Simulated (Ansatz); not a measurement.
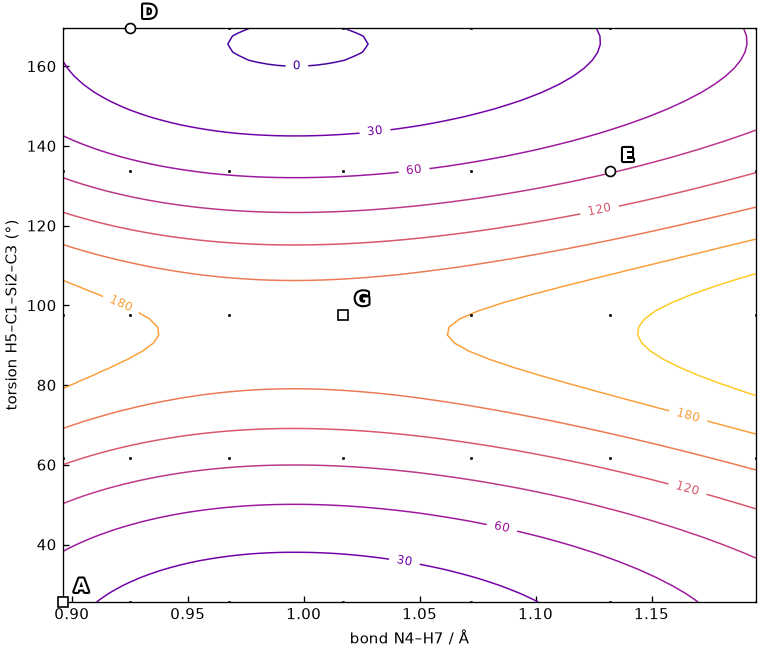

C₂H₃NSi, SMILES C=[Si]=C=N. Two internal coordinates are moved rigidly from the geometry relaxed at PBE0-D4/def2-TZVP, all others fixed. Coordinates scanned: (1) bond N4–H7; (2) torsion H5–C1–Si2–C3. The grid has 7 × 5 points. Points are written as (first, second). All energies are given in kJ/mol relative to the lowest grid point. The calculation used Ansatz, RHF-CCSD(T), frozen core/def2-TZVPP.

In the figure: contour lines labelled in kJ/mol, dots at the grid points, lettered points. Between grid points the surface is interpolated.

Q: Rank the lettered points by energy, lowest first.

A: D (13 kJ/mol), A (39 kJ/mol), E (89 kJ/mol), G (169 kJ/mol).
